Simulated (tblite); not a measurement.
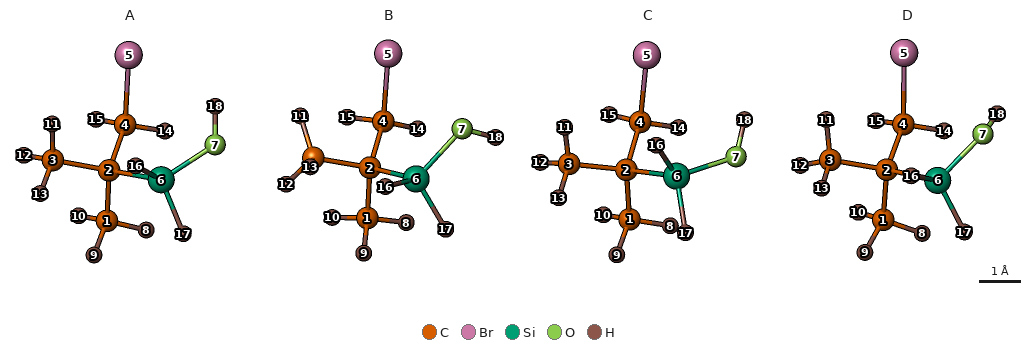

4 geometries from one relaxation of C4H11BrOSi, in shuffled order. The picture is a ball-and-stick view, seen at a tilt.

Level of theory: tblite 0.8.0, GFN2-xTB geometry optimisation, gas phase. 

**Put them in the order of the run, from the start to the converged end.**

B, D, A, C. They are steps 0, 39, 99, 147, at +1.004 eV, +0.187 eV, +0.022 eV relative to the last. Over 147 geometry steps the energy falls by 1.004 eV. The largest move after the best rigid fit is that of H16, 1.07 Å. By element the largest moves are H 1.07 Å, O 0.99 Å, C 0.17 Å, Br 0.14 Å, Si 0.11 Å. Among the contacts that change: Br5–Si6 3.489 → 3.380 Å, C2–Si6 1.840 → 1.930 Å, Si6–O7 1.712 → 1.623 Å, C1–H9 1.129 → 1.087 Å. Bond angles that change, for instance: Si6–O7–H18 110.3° → 121.6°, H16–Si6–H17 105.6° → 114.6°, C2–C4–H15 104.5° → 112.0°. Groups turn about Si6–O7 by about 165°, C2–C3 by about 45°, C2–Si6 by about 40°. Cost: 0.95 s on 1 thread of Arm Neoverse V2, with other jobs on the host.
